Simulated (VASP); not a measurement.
```
GaN
1.0
    1.59292    -2.75901     0.00000
    1.59292     2.75901     0.00000
    0.00000     0.00000     5.18693
Ga N
2 2
Direct
  0.66667   0.33333   0.50004
  0.33333   0.66667   0.00004
  0.66667   0.33333   0.87696
  0.33333   0.66667   0.37696
```

Calculation: PBE GGA with D4 dispersion, VASP's PBE PAW potentials (set 64) (plane waves; VASP). Numerical set-up: 520 eV cut-off, 9×9×5 Γ-centred mesh, tetrahedra with Blöchl corrections, potentials Ga_d N.

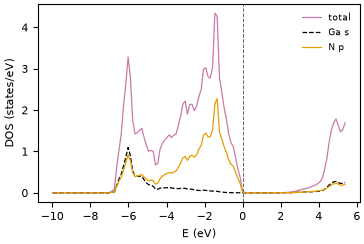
*Total and projected density of states, zero at the valence-band maximum*

Within 2 eV below the valence-band maximum the largest weight inside VASP's projection spheres is N p, then Ga p.

The gap is direct, 1.93 eV, from the valence maximum at Γ to the conduction minimum at Γ.

The compound is GaN in the wurtzite structure. It was relaxed first.
